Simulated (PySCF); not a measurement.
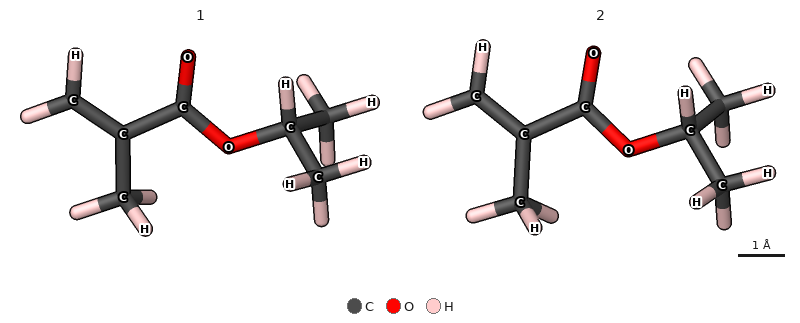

Two geometries of C7H12O2, drawn at one scale. One is the start of a relaxation, the other its converged end. Style: stick. Shown face on.

The calculation used PBE0-D3(BJ)/def2-SVP geometry optimisation, gas phase in PySCF 2.14.0, density-fitted response routines. 

Q: Which geometry has the lower energy?

A: Structure 2 is the relaxed one. The start comes from GFN2-xTB. Over 10 geometry steps the energy falls by 0.071 eV. The largest force component goes from 0.64 to 0.0099 eV/Å. The atom that moves furthest after the best rigid fit is an H atom (0.59 Å). Largest moves by element: H 0.59 Å, O 0.40 Å, C 0.33 Å. Among the contacts that change: C–H 1.077 → 1.093 Å, C–C 1.524 → 1.512 Å, C–C 1.329 → 1.338 Å, C–C 1.490 → 1.496 Å. Groups turn about C–O by about 25°.
